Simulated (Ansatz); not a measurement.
Consider CH₄BFS.

The calculation's input:

```
crystal:
  periodic: [false, false, false]
  atoms:
    - {symbol: C, position_ang: [-1.561264, 0.355563, -2.437106]}
    - {symbol: B, position_ang: [-0.808349, -0.687886, -1.552366]}
    - {symbol: F, position_ang: [-1.477531, -1.709676, -1.017448]}
    - {symbol: S, position_ang: [0.963078, -0.550848, -1.227565]}
    - {symbol: H, position_ang: [-0.921226, 1.156891, -2.829593]}
    - {symbol: H, position_ang: [-2.377866, 0.811020, -1.852072]}
    - {symbol: H, position_ang: [-2.039949, -0.161066, -3.285941]}
    - {symbol: H, position_ang: [1.060363, -1.655648, -0.455736]}
basis:
  gaussian: {orbitals: def2-TZVPD}
hamiltonian: {xc: pbe0}
output: {forces: true, orbitals: {seedname: orbitals}}
```

Launched as:

```sh
ansatz run input.yaml --threads 2 --pin off --max-ram 4350MiB --events-out events.jsonl --progress --plain --runs-dir runs
```

Geometry: PBE0-D3(BJ)/def2-SVP.

These are results of Ansatz, isolated molecule in a Gaussian basis; Kohn-Sham density functional theory, functional PBE0, not measurements.

**What can the converged electron density and electron localisation function tell about the bonding?**

B–F (1.33 Å): the density is about 2.2 e/Å³ at the midpoint; the ELF peaks at about 0.85 between the atoms (a shared but strongly polarised pair).
C–B (1.56 Å): ρ at the midpoint is about 1.5 e/Å³; the ELF peaks at about 1 between the atoms: a shared electron pair.
B–S (1.81 Å): ρ is about 1.2 e/Å³ halfway; the ELF peaks at about 0.95 between the atoms: a covalent bond.
C–H (1.10 Å): the density is about 1.9 e/Å³ at the midpoint; the ELF climbs to about 1 towards the hydrogen, as it does in any bond to H: an ordinary covalent bond to hydrogen.

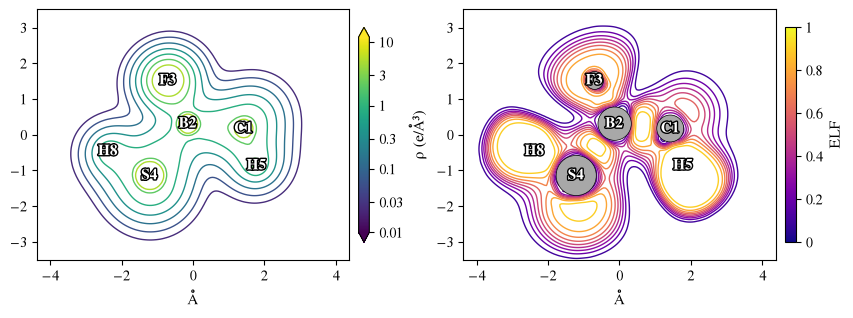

Computed electron density and electron localisation function on the plane of atoms B2, S4 and H8, in this order. Grey discs cover the atomic cores in the ELF map. 
